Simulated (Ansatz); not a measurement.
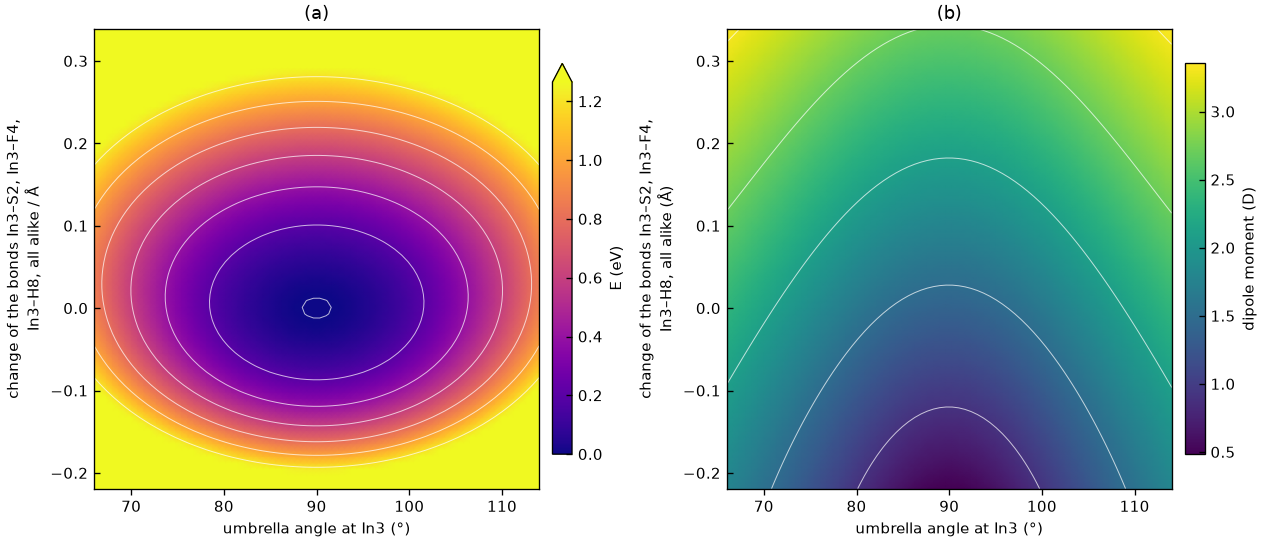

CH₄FInS, SMILES C[S][InH][F]. First axis: umbrella angle at In3 (between each of its bonds and their common axis; 90 is planar). Second axis: change of the bonds In3–S2, In3–F4, In3–H8, all alike. Nothing is relaxed (all other coordinates rigid). The scan uses a 13 × 13 grid. Points are written as (first, second). Energies are in eV, from the lowest grid point. Computed with Ansatz, RKS SPW92 (LDA)/def2-TZVP.

Panel (a) is the energy and panel (b) the computed dipole moment on the same grid.

The picture shows a smooth colour map with a few white contour lines, one colour for all values above the top of the scale. Between grid points the surface is interpolated.

How does the dipole moment vary over the map, and what is it at the lowest grid point?

Answer. Leaving out the highest fifth of the energies, it runs from 0.68 D at (90°, −0.173 Å) to 3.08 D at (114°, 0.246 Å). At the lowest grid point, (90°, 0.013 Å), it is 1.44 D.
